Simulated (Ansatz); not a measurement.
```xyz
6
Lattice="2.7259 0.0000 0.0000 0.0000 2.7259 0.0000 0.0000 0.0000 8.1986" Properties=species:S:1:pos:R:3 pbc="T T T"
Sc    0.0000    0.0000    2.7117
Sc    0.0000    0.0000    5.4869
Al    0.0000    0.0000    0.0000
N     1.3629    1.3629    1.2827
N     1.3629    1.3629    4.0993
N     1.3629    1.3629    6.9159
```

Space group P4/mmm; a structure generated by program, which may or may not match a known phase.

All numbers below come from Ansatz 0.2.0, DFT PBE, scalar-relativistic, plane waves, PAW.

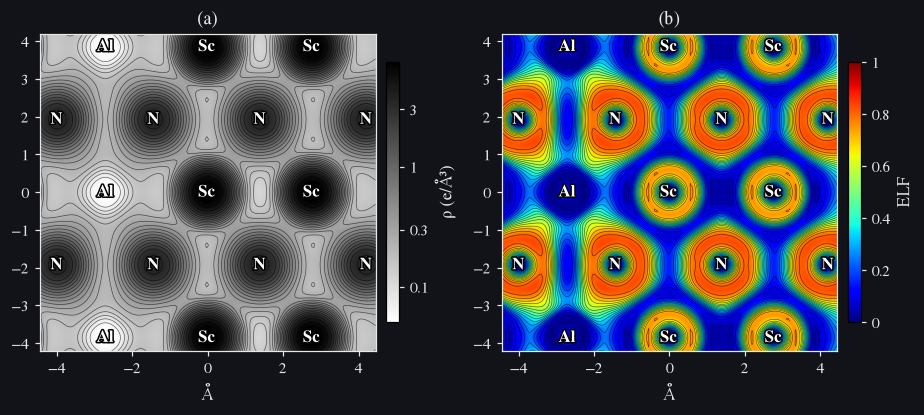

Sc₂AlN₃. (a) valence charge density (pseudo); (b) electron localisation function on the (11̄0) plane of the conventional cell.

Core electrons are frozen (PAW), and the valence fields are smoothed inside the atomic spheres.

Q: Read the bonding off the picture.

A:
- Atoms in the plane: Sc, Al and N.
- Al–N (2.32 Å): ρ is about 0.33 e/Å³ halfway; the ELF peaks at about 0.85 in the valence shell of N, 0.7 Å from its nucleus, and is about 0.65 at the midpoint.
- Sc–N (2.37 Å): ρ is about 0.33 e/Å³ halfway; the ELF peaks at about 0.85 in the valence shell of N, 0.7 Å from its nucleus, and is about 0.20 at the midpoint: no shared electron pair shows on this line.
- Between the atoms the lowest density in this plane is 0.11 e/Å³.
- The features right at Sc lie inside the PAW spheres, where the map follows smoothed inner orbitals and isn't to be read closely.
